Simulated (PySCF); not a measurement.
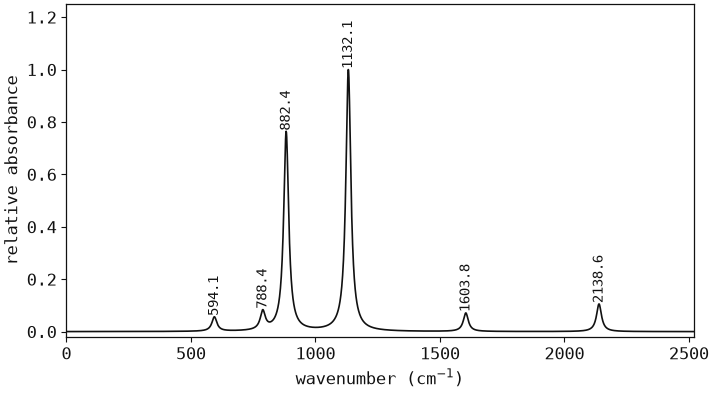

Unscaled harmonic wavenumbers and double-harmonic intensities, PBE0/def2-TZVP (ECP) with PySCF 2.14.0, isolated molecule. Structures are the lowest points that the searches found. Degenerate modes count as one line, with their intensities summed. Lorentzian lines of 24 cm⁻¹ full width. Close modes add up in the curve.

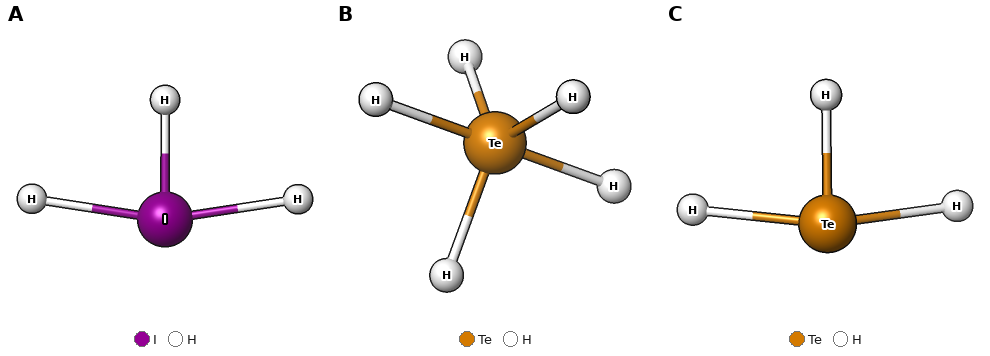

**Whose IR spectrum is this? Choose among the lettered structures. Charge and spin: A neutral singlet; B +1 singlet; C neutral doublet.**

Structure C, TeH₃, doublet. It has its most intense lines at 1132.1, 882.4 and 2138.6 cm⁻¹.

Note: spin-orbit coupling is left out, and with Te it can shift these values.
